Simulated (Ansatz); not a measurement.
**Al2HCl (singlet): trial inputs and their diagnosis**

3 inputs are run for Al2HCl (singlet) as typed; the log has to tell whether the result can be used and what must change.

Program: Ansatz 0.2.0, Gaussian basis. Level of theory: the settings change from run to run. These are calculated values, not measurements.

14 further runs of the same task are left out: 3 that didn't finish, 11 set aside as unsound or not needed.

### Step 1. What is computed

The geometry is a PBE0/def2-TZVP stationary point (not a proven minimum) of the parent state, kept for this charge and spin.

4 atoms, charge 0, spin multiplicity 1.

Atoms are counted from 1 here; the program's logs count them from 0.

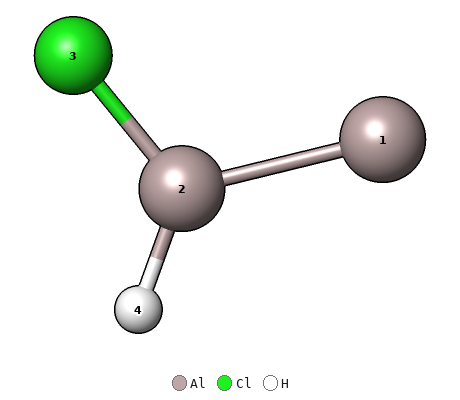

The structure; aluminium light grey, chlorine green, hydrogen white; atoms are numbered from 1 in the order of the file.

### Step 2. Input 1

The input, in.yaml:

```yaml
crystal:
  periodic: [false, false, false]
  atoms:
    - {symbol: Al, position_ang: [0.000000, -0.394814, 2.233308]}
    - {symbol: Al, position_ang: [0.000000, 0.833312, 0.009660]}
    - {symbol: Cl, position_ang: [0.000000, -0.402256, -1.703598]}
    - {symbol: H, position_ang: [0.000000, 2.410685, -0.120119]}
basis:
  gaussian: {orbitals: "6-31G*"}
magnetization: {spin_polarized: false}
hamiltonian: {xc: {name: PBE0}}
correlation: {method: ccsd_t, electrons: outside_noble_gas, diis_vectors: 12}
symmetry: c1
output: {forces: true}
```

The run is started by

```console
> ansatz run in.yaml --threads 1 --pin off --events-out ev --progress --plain --max-ram 2393MiB
```

The log of the run:

```text
Error: YAML parse error: error: line 13 column 1: unknown field `symmetry`, expected one of crystal, accuracy, basis, kpoints, hamiltonian, magnetization, projection, total_charge, correlation, batch, efield, external_charges, scf, relax, neb, saddle, md, ramp, phonons, dielectric, real_time, elastic, magnetic_configurations, gw, evaluate, workflow, output, checkpoint, execution
  --> <input>:13:1
   |
11 | hamiltonian: {xc: {name: PBE0}}
12 | correlation: {method: ccsd_t, electrons: outside_noble_gas, diis_…
13 | symmetry: c1
   | ^ unknown field `symmetry`, expected one of crystal, accuracy, basis, kpoints, hamiltonian, magnetization, projection, total_charge, correlation, batch, efield, external_charges, scf, relax, neb, saddle, md, ramp, phonons, dielectric, real_time, elastic, magnetic_configurations, gw, evaluate, workflow, output, checkpoint, execution
14 | output: {forces: true}
   |
```

Run time: 0.03 s. Hardware: 1 thread of Arm Neoverse N1, shared host.

**Diagnosis.** The run was refused. The input holds a key that the program doesn't read here. Fix: remove it or spell it as the reference does.

### Step 3. Input 2

The input, in.yaml:

```yaml
crystal:
  periodic: [false, false, false]
  atoms:
    - {symbol: Al, position_ang: [0.000000, -0.394814, 2.233308]}
    - {symbol: Al, position_ang: [0.000000, 0.833312, 0.009660]}
    - {symbol: Cl, position_ang: [0.000000, -0.402256, -1.703598]}
    - {symbol: H, position_ang: [0.000000, 2.410685, -0.120119]}
basis:
  gaussian: {orbitals: STO-3G}
correlation: {method: sc_nevpt2, electrons: all, active_space: {window: {electrons: 2, orbitals: 2}, places: [1, 2]}}
```

Launched as before.

The log of the run:

```text
Error: invalid value for `correlation.active_space`: name one of window, places and ras
```

It took 0.03 s on 1 thread of Arm Neoverse N1, shared host.

Diagnosis: The run was refused. The active space is defined twice. Fix: keep one definition.

### Step 4. Input 3

The input, in.yaml:

```yaml
crystal:
  periodic: [false, false, false]
  atoms:
    - {symbol: Al, position_ang: [0.300000, 1.133312, 0.009660]}
    - {symbol: Al, position_ang: [0.000000, 0.833312, 0.009660]}
    - {symbol: Cl, position_ang: [0.000000, -0.402256, -1.703598]}
    - {symbol: H, position_ang: [0.000000, 2.410685, -0.120119]}
basis:
  gaussian: {orbitals: 6-31G, point_charges: [{charge: -1.00, position_ang: [4.587, 0.256, 0.663]}]}
magnetization: {spin_polarized: false}
correlation: {method: ccsd, electrons: all}
output: {forces: true}
```

The command is unchanged.

The log of the run, cut to the lines that bear on the results:

```text
Functional definition: HF
  name "HF"
  cite "Fock, Z. Phys. 61, 126 (1930) doi:10.1007/BF01340294"
  parent pbe
[...]
467 factors; integrals over basis functions are off by at most 7.9e-5 eV
[...]
a density is far from that of the atoms, so the factors are made again for it
557 factors; integrals over basis functions are off by at most 4.2e-5 eV
[...]
mean field -24814.23803585 eV, -911.9064281228 hartree, gradient 6.0e-6 eV, S^2 0.000000; 1 other end points of the search recorded, 0 dependent functions left out
reference -24814.23803585 eV, -911.9064281228 hartree; 22, 22 occupied and 19, 19 virtual orbitals, 557 factors
second order -3.17295598 eV of doubles, -0.00000000 eV of singles
cycle   1  -3.50856299 eV  change   -3.4e-1 eV  update   6.6e-2
[...]
cycle  13  -3.70794716 eV  change   -2.2e-6 eV  update   2.3e-6
[...]
Total energy: -24817.94598300 eV, -912.0426926674 hartree
Atom 0 at     0.300000     1.133312     0.009660 Å, force  3251.274832  3268.947506     8.924866 eV/Å
Atom 1 at     0.000000     0.833312     0.009660 Å, force -3251.490715 -3269.782421    -4.846515 eV/Å
Atom 2 at     0.000000    -0.402256    -1.703598 Å, force    -1.832745    -6.940693    -5.248317 eV/Å
Atom 3 at     0.000000     2.410685    -0.120119 Å, force     2.128913     7.695575     1.140807 eV/Å
Dipole moment:     0.086248     0.661673     0.579053 e Å
```

It took 7.5 s on 1 thread of Arm Neoverse N1, shared host.

Diagnosis: The run converged, which proves nothing about the input. One atom lies on top of another. The shortest distance is 0.42 Å, against 1.58 Å in the geometry of step 1. Its energy belongs to another geometry. Cure: restore its position.

### Step 5. How the runs ended

| input | level | ended | cause | time |
| --- | --- | --- | --- | --- |
| 1 | CCSD(T)/6-31G* | refused | the input holds a key that the program doesn't read here | 0.03 s |
| 2 | NEVPT2(2,2)/STO-3G | refused | the active space is defined twice | 0.03 s |
| 3 | CCSD on RHF/6-31G | converged | one atom lies on top of another | 7.5 s |

2 refused, 1 converged. The input that converges on a wrong geometry or spin is the dangerous one: no error points at it, so geometry and ⟨S²⟩ have to be checked.
